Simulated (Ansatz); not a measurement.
# What Cr3PdN (Pm-3m) distorts into

Wanted: the energy along a soft mode of Cr3PdN (Pm-3m) and the structure at the end.

Main program and level: Ansatz 0.2.0; DFT PBEsol, scalar-relativistic, plane waves, PAW; PAW set soft_1.

**1. The starting structure**

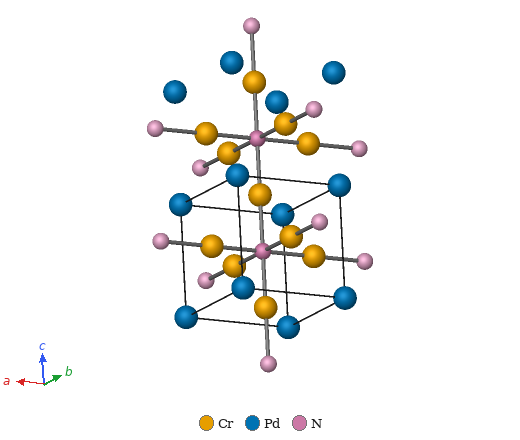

Start, viewed from a free direction; chromium orange, palladium blue, nitrogen pink. 1×1×2 cells are drawn. Some periodic images of atoms are drawn too.

**2. Response at finite wavevector**

The cell comes from relaxations at this level that are not shown. Stability and thermal properties need the whole zone. Linear response on a 2×2×2 q mesh gives force constants as far as a supercell of that size would.

input.yaml reads:

```yaml
crystal:
  lattice:
    - [3.78590862, 0.0, 0.0]
    - [0.0, 3.78590862, 0.0]
    - [0.0, 0.0, 3.78590862]
  atoms:
    - { symbol: Cr, position: [0.5, 0.0, 0.5] }
    - { symbol: Cr, position: [0.0, 0.5, 0.5] }
    - { symbol: Cr, position: [0.5, 0.5, 0.0] }
    - { symbol: Pd, position: [0.0, 0.0, 0.0] }
    - { symbol: "N", position: [0.5, 0.5, 0.5] }
kpoints:
  mp_grid: { grid: [12, 12, 12] }
hamiltonian:
  xc: pbesol
  pseudopotentials: { kind: paw, azcp: { folder: soft_1 }, xc_functional: pbe }
scf:
  occupations: { method: methfessel_paxton, width: 0.2 }
output:
  eigenvalues: true
phonons:
  method: dfpt
  qmesh: [2, 2, 2]
  temperatures: { t_max: 1000, t_step: 50 }
  qpath:
    path:
      - [[0.0, 0.0, 0.0], [0.0, 0.5, 0.0], [0.5, 0.5, 0.0], [0.0, 0.0, 0.0], [0.5, 0.5, 0.5], [0.0, 0.5, 0.0]]
      - [[0.5, 0.5, 0.5], [0.5, 0.5, 0.0]]
    npoints: 10
```

The run is started by

```bash
ansatz run input.yaml --threads 4 --pin off --max-ram 10240MiB --backend cpu --events-out ev --progress --plain --runs-dir out
```

Numbers of over 12 decimals in the logs are rounded to 6 here.

The log of the run:

```text
Engine: ansatz 0.2.0, aarch64-unknown-linux-gnu
Pseudopotentials: kind: paw
Pseudopotential: Cr, paw, valence charge 14, recommended cutoff 420 eV (normal), soft_1/Cr.paw.azcp
Pseudopotential: Pd, paw, valence charge 18, recommended cutoff 420 eV (normal), soft_1/Pd.paw.azcp
Pseudopotential: N, paw, valence charge 5, recommended cutoff 420 eV (normal), soft_1/N.paw.azcp
Functional definition: PBEsol
  exchange = pbesol_x
  correlation = pbesol_c
Crystal: 5 atoms, lattice volume = 54.264 Å³
Basis set: ecut = 420 eV, 1045 PW (Γ), exchange–correlation on 54×54×54 points (8 copies of the dense FFT grid, shifted against one another)
Bands: 39, of which v1, the nominal top of the filled ones, is band 33 counted from 1 (32 counted from 0)
Symmetry: 48 space group operations
k-points: 84 of 1728
Non-local potential: Cr, projectors of the file, l = 0: 3, l = 1: 2, l = 2: 3, l = 3: 1
Non-local potential: Pd, projectors of the file, l = 0: 2, l = 1: 2, l = 2: 2, l = 3: 1
Non-local potential: N, projectors of the file, l = 0: 2, l = 1: 2, l = 2: 1
PAW form: soft (Blöchl's): semilocal exchange-correlation on the pseudo side does not see the compensation charge
PAW frozen core: Cr, regenerated for the run's functional, and the local potential with it (the file was generated under x = pbe(κ = 0.804, μ = 0.219515), c = pbe(β = 0.066725))
PAW frozen core: Pd, regenerated for the run's functional, and the local potential with it (the file was generated under x = pbe(κ = 0.804, μ = 0.219515), c = pbe(β = 0.066725))
PAW frozen core: N, regenerated for the run's functional, and the local potential with it (the file was generated under x = pbe(κ = 0.804, μ = 0.219515), c = pbe(β = 0.066725))
PAW one-centre angular grid: Cr, 590 points (default); XC on 64 Gauss nodes
PAW one-centre angular grid: Pd, 590 points (default); XC on 64 Gauss nodes
PAW one-centre angular grid: N, 110 points (default); XC on 64 Gauss nodes
Initial density: superposition of atomic densities (chi_scale 0.1, normalization cell, long waves kept (reshape's long-wave potential 0.00 eV rms))
Initial wavefunctions: pseudopotential atomic-orbital guess
Functional: x = pbesol(κ = 0.804, μ = 0.123457), c = pbesol(β = 0.046)
SCF iter   1: F=—  HF=-17345.998837 eV  |F-HF|=—  |Δ(HF+E_count)|=         —  Δρ=3.54e-1  dr2=1.13e2  ethr=3.10e-3  ⟨swp⟩=4.0  Hψ=9639  notcnv=0
preconditioner: auto → Kerker (q_TF=auto, 2.812 Å⁻¹)  [metal: Δε(μ)=0.018 eV  Ē_g=6.005 eV  σ=0.200 eV  W_gap=0.08  n_scr=18 (ndim 8)  ℏωp=29.0 eV  f_vac=0.000  D(μ)=3.33/eV (n_scr^D=32)]
SCF iter   2: F=—  HF=-17336.357669 eV  |F-HF|=—  |Δ(HF+E_count)|=    9.64e0  S|Δr|=    0.00e0  Δρ=1.55e-1  dr2=2.39e1  ethr=3.10e-3  ⟨swp⟩=3.0  Hψ=7580  notcnv=0  defer=15
SCF iter   3: F=—  HF=-17334.400038 eV  |F-HF|=—  |Δ(HF+E_count)|=    1.96e0  S|Δr|=    0.00e0  Δρ=4.30e-2  dr2=2.08e0  ethr=3.10e-3  ⟨swp⟩=2.4  Hψ=5586  notcnv=0  defer=10
SCF iter   4: F=—  HF=-17334.191330 eV  |F-HF|=—  |Δ(HF+E_count)|=   2.09e-1  S|Δr|=    0.00e0  Δρ=1.85e-2  dr2=4.07e-1  ethr=3.10e-3  ⟨swp⟩=2.0  Hψ=4291  notcnv=0  defer=7
SCF iter   5: F=—  HF=-17334.129972 eV  |F-HF|=—  |Δ(HF+E_count)|=   6.14e-2  S|Δr|=    0.00e0  Δρ=3.51e-3  dr2=9.35e-3  ethr=6.26e-4  ⟨swp⟩=1.9  Hψ=3723  notcnv=0  defer=9
SCF iter   6: F=—  HF=-17334.129352 eV  |F-HF|=—  |Δ(HF+E_count)|=   6.21e-4  S|Δr|=    0.00e0  Δρ=1.02e-3  dr2=7.03e-4  ethr=1.44e-5  ⟨swp⟩=2.0  Hψ=4707  notcnv=0  defer=6
SCF iter   7: F=—  HF=-17334.129207 eV  |F-HF|=—  |Δ(HF+E_count)|=   1.45e-4  S|Δr|=    0.00e0  Δρ=2.39e-4  dr2=2.44e-5  ethr=1.08e-6  ⟨swp⟩=2.0  Hψ=4471  notcnv=0  defer=6
SCF iter   8: F=—  HF=-17334.129209 eV  |F-HF|=—  |Δ(HF+E_count)|=   2.25e-6  S|Δr|=    0.00e0  Δρ=1.35e-4  dr2=1.05e-5  ethr=3.75e-8  ⟨swp⟩=2.0  Hψ=5938  notcnv=0  defer=6
SCF iter   9: F=—  HF=-17334.129203 eV  |F-HF|=—  |Δ(HF+E_count)|=   5.56e-6  S|Δr|=    0.00e0  Δρ=2.38e-5  dr2=2.87e-7  ethr=1.61e-8  ⟨swp⟩=2.1  Hψ=4194  notcnv=0  defer=6
SCF iter  10: F=—  HF=-17334.129204 eV  |F-HF|=—  |Δ(HF+E_count)|=   7.02e-7  S|Δr|=    0.00e0  Δρ=8.40e-6  dr2=4.93e-8  ethr=4.41e-10  ⟨swp⟩=2.2  Hψ=4394  notcnv=0  defer=6
SCF iter  11: F=—  HF=-17334.129204 eV  |F-HF|=—  |Δ(HF+E_count)|=   4.75e-9  S|Δr|=    0.00e0  Δρ=1.76e-6  dr2=1.58e-9  ethr=7.59e-11  ⟨swp⟩=2.0  Hψ=3721  notcnv=0  defer=6
SCF iter  12: F=—  HF=-17334.129204 eV  |F-HF|=—  |Δ(HF+E_count)|=  2.95e-10  S|Δr|=    0.00e0  Δρ=7.18e-7  dr2=1.52e-10  ethr=2.43e-12  ⟨swp⟩=2.0  Hψ=6011  notcnv=0  defer=6
SCF iter  13: F=-17334.129204 eV  HF=-17334.129204 eV  |F-HF|=3.64e-12  |Δ(HF+E_count)|=  3.64e-11  S|Δr|=    0.00e0  Δρ=1.42e-7  dr2=7.64e-12  ethr=1.00e-12  ⟨swp⟩=4.3  Hψ=14932  notcnv=0
the search or the solves at the SCF's close seem to have found levels that the self-consistency loop had missed (the run counts 1). By its estimate they hold under 1e-12 electrons; where the run keeps them, the occupations were computed again with them
SCF 1 converged in 13 iterations: F = -17334.129204 eV  dr2 = 7.64e-12
  greatest PAW one-centre occupation: 1.001 electrons in one spin orbital (limit 2), on the Cr atom at site 0 (counted from 0), in its partial waves of l = 0
phonons: the bands overlap, so this run is a metal and interpolates without the dipole-dipole term. If the crystal is really an insulator or semiconductor, its LO-TO splitting is missing
NSCF: frozen V_eff on 84 k-points
NSCF: frozen V_eff on 343 k-points
DFPT response loops at q = (0, 0, 0) (fractional): preconditioner auto → Kerker (q_TF=auto, 2.812 Å⁻¹) (partly filled bands, converged f_vac=0.000); β = 1.00, the filter's whole step (`scf.mixing.beta` (0.50) is not read by the response loops under this deck's `scf.mixing.preconditioner`; to damp them name `kerker` or `kerker_dos`, under which they read `scf.mixing.beta`, and type it under 1.00, their step now; both keys bind the ground state too); Broyden in place of MSR1
NSCF: frozen V_eff on 686 k-points
DFPT response loops at q = (0, 0, -0.5) (fractional): mixed as the last ones told, above
NSCF: frozen V_eff on 686 k-points
DFPT response loops at q = (0, -0.5, -0.5) (fractional): mixed as the last ones told, above
NSCF: frozen V_eff on 686 k-points
DFPT response loops at q = (-0.5, -0.5, -0.5) (fractional): mixed as the last ones told, above
SCF converged after 13 iterations
Stability not checked: this state was not tested for a lower state beside it, because cold or Methfessel-Paxton smearing, or corrected tetrahedra, fill the levels in a way that the test cannot read (fill_not_monotonic; see scf.lower_state_search)
Free energy (F): -17334.129204 eV
Harris-Foulkes:  -17334.129204 eV  (|F-HF|=3.64e-12)
Internal energy: -17334.128697 eV  (E = F + TS)
E sigma→0 (E₀):  -17334.129077 eV
Entropy (-TS):   -0.000507 eV (-0.101 meV/atom)
Fermi energy:    19.367504 eV
--- Per-component energies (eV) ---
  E_band       = -562.189600
  E_kinetic    = 1490.510388
  E_local      = -5344.779062  (includes V_loc(G=0)·N_el)
  E_nonlocal   = 536.766408
  E_hartree    = 2350.845371
  E_xc         = -545.325573
  E_vxc        = -695.655189  (∫ρ·V_xc dr)
  E_paw        = -7438.167412  (= ΣΔE_a)
  E_vpaw       = -1250.726338  (= ΣTr[D̂ρ^β])
  E_aug_tail   = 0.003320  (compensation charges beyond the density's cutoff)
  E_ewald      = -8384.792761
  E_core_change = 0.810623  (= ΣΔE_core)
  E_smearing   = -0.000507  (= −TS)
  E_closure    = -0.000000  (closes the sum)
  Σ components = -17334.129204   (vs F -17334.129204, Δ=0.00e0)
--- Band table (eV; the first three rows and the last of 84) ---
  k-point 0: bands = [... 29 lower, 19.1553, 19.1553, 19.9977, 19.9977, 20.6478, 20.6478, 20.6478, 21.0910, ... 2 higher]
  k-point 1: bands = [... 29 lower, 19.1317, 19.1752, 19.9763, 20.0110, 20.5047, 20.5047, 20.6450, 21.0422, ... 2 higher]
  k-point 2: bands = [... 29 lower, 18.9962, 19.2342, 19.9148, 19.9473, 20.1669, 20.1669, 20.6378, 20.9022, ... 2 higher]
  k-point 83: bands = [... 29 lower, 19.3303, 19.3303, 19.3303, 19.7596, 19.7596, 19.7596, 20.6075, 20.6075, ... 2 higher]
--- Phonons (Γ-DFPT): 4 representative perturbations + reference (Σ response iterations 13) ---
  ASR residual: 6.354e-5 → 0.000e0 eV/Å²; symmetrization residual: 1.354e-6 eV/Å²
  ASR residual per site (eV/Å²): 6.35e-5 6.35e-5 6.35e-5 5.31e-5 7.31e-6
  Γ frequencies (cm⁻¹): -70.53 -70.53 -70.53 0.00 0.00 0.00 71.74 71.74 71.74 197.32 197.32 197.32 690.21 690.21 690.21
--- Phonons (arbitrary-q DFPT): 4 irreducible q on the 2×2×2 mesh ---
  q = [0.0000, 0.0000, 0.0000] (star 1, of the zone-centre solve; hermiticity 1.21e-7, symmetrization 8.99e-13): -70.53 -70.53 -70.53 -0.00 0.00 0.00 71.74 71.74 71.74 197.32 197.32 197.32 690.21 690.21 690.21
  q = [0.0000, 0.0000, -0.5000] (star 3, 9 solved perturbations in 2646 linear systems a pass and spin channel, the states on 343 of 1728 k-point pairs; hermiticity 1.41e-7, symmetrization 1.02e-12): 55.80 55.80 75.08 75.08 161.95 161.95 164.33 166.73 176.55 176.55 207.12 330.86 678.58 685.06 685.06
  q = [0.0000, -0.5000, -0.5000] (star 3, 9 solved perturbations in 2646 linear systems a pass and spin channel, the states on 343 of 1728 k-point pairs; hermiticity 1.53e-7, symmetrization 1.62e-13): -70.22 57.84 126.02 126.02 162.44 175.20 181.67 181.67 201.77 201.77 261.08 367.97 679.93 687.90 687.90
  q = [-0.5000, -0.5000, -0.5000] (star 1, 4 solved perturbations in 931 linear systems a pass and spin channel, the states on 343 of 1728 k-point pairs; hermiticity 1.42e-8, symmetrization 2.30e-12): -45.60 -45.60 -45.60 101.51 101.51 101.51 194.50 194.50 194.50 261.08 261.08 373.92 673.79 673.79 673.79
  sum rule: each row above includes the acoustic sum rule's correction from the zone centre's row sums; it moved no ω² by more than (0.58 cm⁻¹)²
  mesh force constants: q→R imaginary residual 4.79e-18; ASR residual 6.354e-5 → 0.000e0 eV/Å²; symmetrization residual 2.132e-14 eV/Å²
  interpolated dispersion: 62 rows × 15 modes
  density of states and harmonic sums: on the 16×16×16 q-mesh, interpolated from the force constants of a 2×2×2 supercell (no non-analytic term)
  largest difference from the sums on the solved wave vectors: F 1.84e-1 eV, S 2.86e-4 and C_V 1.02e-4 eV/K
  zero-point energy: 0.244074 eV/cell   skipped modes (ω ≤ 0): 81, of them read as no rigid motion or as one in doubt: 78 (3.210e-1 modes/cell left out, lowest -70.53 cm⁻¹)   left out of the sums: 2.15e-2 of the cell's modes: C_V's classical limit lies that fraction below 3 k_B per atom; for a crystal, a wire or a layer, F and S can be off by more, and a phonons.interpolated_qmesh denser along its periods is the remedy for the sampling
```

It took 9.9 min on 4 threads of Arm Neoverse V1, shared host; peak memory 2.3 GiB.

This run has no spin polarisation, although Cr can carry a moment.

Numbers from this step:

* volume per atom: 10.85 Å³
* gap on the k-mesh: 0 eV
* sum-rule residual before enforcement: 6.35e-5 eV/Å²
* lowest frequency on the path: -70.53 cm⁻¹
* point group: m-3m
* highest frequency on the path or at a solved wavevector: 690.2 cm⁻¹
* highest optical mode at the zone centre (no LO-TO term): 690.2 cm⁻¹
* lowest optical zone-centre mode: -70.53 cm⁻¹
* lowest mode on the q mesh (acoustic modes at Γ apart): -70.53 cm⁻¹

Frequencies (cm⁻¹) solved at each irreducible wavevector; negative means imaginary. Frequencies by wavevector, by row:

| q in reciprocal lattice units | star | mode 1 | mode 2 | mode 3 | mode 4 | mode 13 | mode 14 | mode 15 |
| --- | --- | --- | --- | --- | --- | --- | --- | --- |
| 0 0 0 | 1 | -70.5 | -70.5 | -70.5 | 0 | 690.2 | 690.2 | 690.2 |
| 0 0 -0.5 | 3 | 55.8 | 55.8 | 75.1 | 75.1 | 678.6 | 685.1 | 685.1 |
| 0 -0.5 -0.5 | 3 | -70.2 | 57.8 | 126 | 126 | 679.9 | 687.9 | 687.9 |
| -0.5 -0.5 -0.5 | 1 | -45.6 | -45.6 | -45.6 | 101.5 | 673.8 | 673.8 | 673.8 |

Interpolated from a 2×2×2 q mesh, rough between the solved points. The phonon branches at the labelled points (cm⁻¹):

| point | branch 1 | branch 2 | branch 3 | branch 4 | branch 12 | branch 13 | branch 14 | branch 15 |
| --- | --- | --- | --- | --- | --- | --- | --- | --- |
| Γ | -70 | -70 | -70 | 0 | 197 | 690 | 690 | 690 |
| X | 56 | 56 | 75 | 75 | 331 | 679 | 685 | 685 |
| M | -70 | 58 | 126 | 126 | 368 | 680 | 688 | 688 |
| Γ | -70 | -70 | -70 | 0 | 197 | 690 | 690 | 690 |
| R | -46 | -46 | -46 | 102 | 374 | 674 | 674 | 674 |
| X | 56 | 56 | 75 | 75 | 331 | 679 | 685 | 685 |
| jump to R | -46 | -46 | -46 | 102 | 374 | 674 | 674 | 674 |
| M | -70 | 58 | 126 | 126 | 368 | 680 | 688 | 688 |

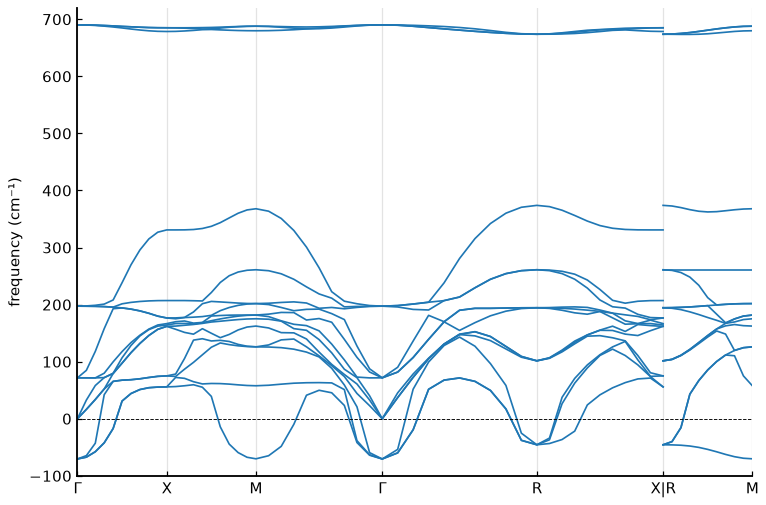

Phonon branches along the path.

Symmetry leaves 4 wavevectors to solve. The lowest mode among them, the acoustic zeros apart, lies at Γ and is imaginary, 70.5i cm⁻¹, so the energy falls along it.

**3. The mode frozen in, largest atomic shift 0 Å**

The mode followed lies at Γ with frequency 70.5i cm⁻¹ and is 3-fold degenerate, the softest among the wavevectors solved. At small amplitude the distorted cell has space group no. 155 by a symmetry search on the positions. The undistorted cell that holds it gives the zero of energy on the same k mesh.

input.yaml, the sections that differ from step 2:

```yaml
output:
  forces: true
  stress: true
  eigenvalues: true
# crystal, kpoints, hamiltonian, scf: as in step 2
# phonons: removed
```

The log of the run:

```text
[...]
Crystal: 5 atoms, lattice volume = 54.264 Å³
Basis set: ecut = 420 eV, 1045 PW (Γ), exchange–correlation on 54×54×54 points (8 copies of the dense FFT grid, shifted against one another)
Bands: 39, of which v1, the nominal top of the filled ones, is band 33 counted from 1 (32 counted from 0)
Symmetry: 48 space group operations
[...]
k-points: 84 of 1728
[...]
k-point 0: bands = [... 29 lower, 19.1553, 19.1553, 19.9977, 19.9977, 20.6478, 20.6478, 20.6478, 21.0911, ... 2 higher]
  k-point 1: bands = [... 29 lower, 19.1317, 19.1752, 19.9763, 20.0110, 20.5047, 20.5047, 20.6450, 21.0422, ... 2 higher]
  k-point 2: bands = [... 29 lower, 18.9962, 19.2342, 19.9148, 19.9473, 20.1669, 20.1669, 20.6378, 20.9023, ... 2 higher]
  k-point 83: bands = [... 29 lower, 19.3303, 19.3303, 19.3303, 19.7596, 19.7596, 19.7596, 20.6075, 20.6075, ... 2 higher]
[key lines of the parts left out:]
SCF converged after 10 iterations
Free energy (F): -17334.129204 eV
Fermi energy:    19.367520 eV
P = ⅓ Tr σ = -0.0076 GPa (-0.076 kbar)
```

Wall time 3.3 s (4 threads); peak memory 0.45 GiB; 12 s of CPU time.

This run has no spin polarisation although its electron count is odd.

This step gave:

```yaml
pressure: -0.007572 GPa
energy_from_the_undistorted_cell: 0 meV/atom
```

**4. The mode frozen in, largest atomic shift 0.04 Å**

The atoms are moved along the unstable eigenvector, the largest shift by 0.04 Å, with the cell fixed.

input.yaml, the sections that differ from step 3:

```yaml
crystal:
  lattice:
    - [3.78590862, 0.0, 0.0]
    - [0.0, 3.78590862, 0.0]
    - [0.0, 0.0, 3.78590862]
  atoms:
    - { symbol: Cr, position: [0.5074709334, 0.0, 0.5074709334] }
    - { symbol: Cr, position: [0.0, 0.5074709334, 0.4925290666] }
    - { symbol: Cr, position: [0.4925290666, 0.4925290666, 0.0] }
    - { symbol: Pd, position: [0.0, 0.0, 0.0] }
    - { symbol: "N", position: [0.5, 0.5, 0.5] }
# kpoints, hamiltonian, scf, output: as in step 3
```

The log of the run:

```text
[...]
Crystal: 5 atoms, lattice volume = 54.264 Å³
Basis set: ecut = 420 eV, 1045 PW (Γ), exchange–correlation on 54×54×54 points (8 copies of the dense FFT grid, shifted against one another)
Bands: 39, of which v1, the nominal top of the filled ones, is band 33 counted from 1 (32 counted from 0)
Symmetry: 6 space group operations
[...]
k-points: 189 of 1728 (time reversal used)
[...]
k-point 0: bands = [... 29 lower, 19.1577, 19.1577, 20.0127, 20.0127, 20.6451, 20.6451, 20.6486, 21.0778, ... 2 higher]
  k-point 1: bands = [... 29 lower, 19.1296, 19.1802, 19.9832, 20.0319, 20.4986, 20.4997, 20.6476, 21.0334, ... 2 higher]
  k-point 2: bands = [... 29 lower, 18.9921, 19.2374, 19.9121, 19.9698, 20.1603, 20.1636, 20.6397, 20.9014, ... 2 higher]
  k-point 188: bands = [... 29 lower, 19.3141, 19.3141, 19.3301, 19.7691, 19.7691, 19.7700, 20.6150, 20.6150, ... 2 higher]
[key lines of the parts left out:]
SCF converged after 10 iterations
Free energy (F): -17334.130781 eV
Fermi energy:    19.371364 eV
P = ⅓ Tr σ = 0.0492 GPa (0.492 kbar)
```

It took 12 s on 4 threads; peak memory 0.56 GiB.

Numbers from this step:

```
pressure                         : 0.04925 GPa
energy from the undistorted cell : -0.336 meV/atom
```

The energy, extrapolated to zero smearing, is -0.34 meV/atom against the undistorted cell.

The run ends at a pressure of 0.05 GPa, with forces up to 0.015 eV/Å.

**5. Energy along the mode, all amplitudes (two of the runs are shown above)**

An imaginary frequency means negative curvature, so the energy should fall and then rise again as anharmonic terms take over.

This step gave:

```yaml
depth_at_the_lowest_point_sampled: 0.336 meV/atom
largest_atomic_shift_at_that_point: 0.04 Å
```

The energy from the parent by largest atomic shift:

| largest atomic shift (Å) | energy from the parent (meV/atom) |
| --- | --- |
| 0.0000 | 0 |
| 0.0400 | -0.336 |
| 0.0800 | 0.076 |
| 0.1400 | 7.87 |

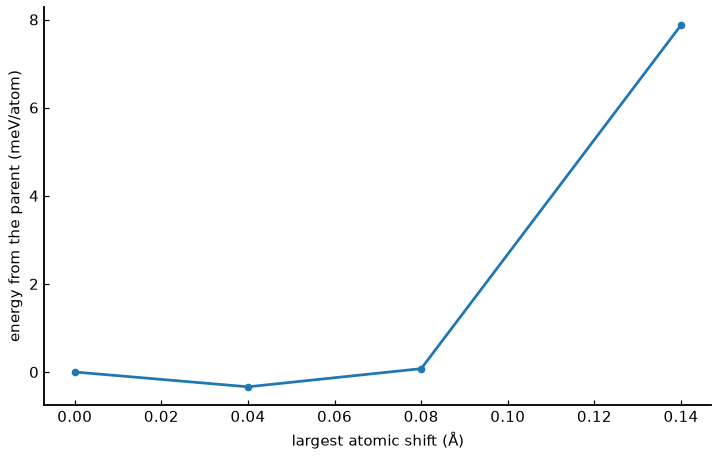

Energy from the parent against largest atomic shift.

Displacement at unit largest shift by atom:

| atom | x (Å) | y (Å) | z (Å) | size |
| --- | --- | --- | --- | --- |
| Cr1 | 0.707 | 0.000 | 0.707 | 1.000 |
| Cr2 | 0.000 | 0.707 | -0.707 | 1.000 |
| Cr3 | -0.707 | -0.707 | 0.000 | 1.000 |
| Pd4 | 0.000 | 0.000 | 0.000 | 0.000 |
| N5 | 0.000 | 0.000 | 0.000 | 0.000 |

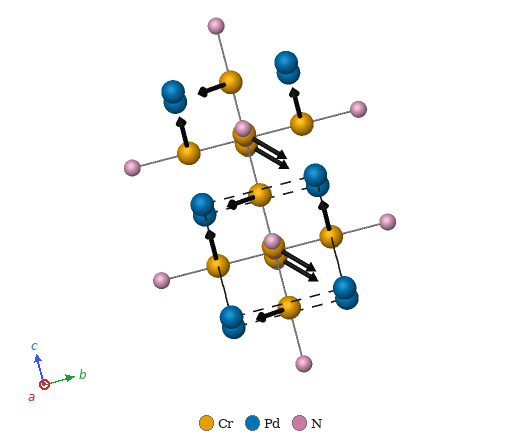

Displacement at unit largest shift as arrows, the longest 1.000 Å. 1×1×2 cells are drawn. Some periodic images of atoms are drawn too.

The lowest of the steps tried is at 0.04 Å, 0.336 meV/atom below the parent; the bottom of the well need not coincide with a step.

(Continued in part 2 of 2.)

[Logs are printed without paths, hosts, clocks, repeated set-up lines and the standing remarks that a program may print on its own settings, such as how far it seeks lower states.]

[Hosts, paths, dates, database ids (printed as entryN), source tags and the programs' standing remarks are cut or masked in the printed files.]
